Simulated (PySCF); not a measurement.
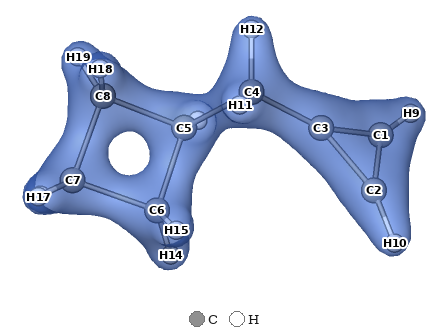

Figure. C$_{8}$H$_{11}$ (SMILES c1c[c+]1CC1CCC1) (charge +1). Isosurface of the electron density at 1 e/Å³ (blue), seen across its widest extent.

Geometry: GFN2-xTB.

All numbers below come from PySCF, PBE0/pcSseg-1, SCF density, gas phase, non-relativistic.

| atom | x (Å) | y (Å) | z (Å) |
| --- | --- | --- | --- |
| C | 2.9663 | 0.5026 | -0.7116 |
| C | 2.6353 | -0.7585 | -1.0960 |
| C | 1.9689 | -0.1814 | -0.0071 |
| C | 0.9121 | -0.1953 | 0.9444 |
| C | -0.3193 | 0.4522 | 0.2167 |
| C | -1.0715 | -0.4075 | -0.8011 |
| C | -2.3864 | -0.0387 | -0.0897 |
| C | -1.5820 | 0.5304 | 1.0904 |
| H | 3.5661 | 1.3749 | -0.8510 |
| H | 2.7869 | -1.5841 | -1.7557 |
| H | 0.6420 | -1.2073 | 1.2477 |
| H | 1.1369 | 0.4291 | 1.8111 |
| H | -0.0354 | 1.4274 | -0.1802 |
| H | -0.9817 | -0.1027 | -1.8410 |
| H | -0.8452 | -1.4683 | -0.7223 |
| H | -2.9536 | 0.7209 | -0.6191 |
| H | -3.0401 | -0.8720 | 0.1475 |
| H | -1.5594 | -0.1398 | 1.9455 |
| H | -1.8497 | 1.5275 | 1.4288 |

### How is the density connected at this value?

At this value the surface is in one piece. It bridges the sampled C–C (1.36 Å), C–H (1.07 Å), C–C (1.40 Å) and C–C (1.53 Å) contacts, where the density stays above the isovalue. On the grid the lowest density along these lines, outside the cores, is 2.1 e/Å³ (C–C, 1.36 Å), 2 e/Å³ (C–H, 1.07 Å), 1.9 e/Å³ (C–C, 1.40 Å) and 1.6 e/Å³ (C–C, 1.53 Å).
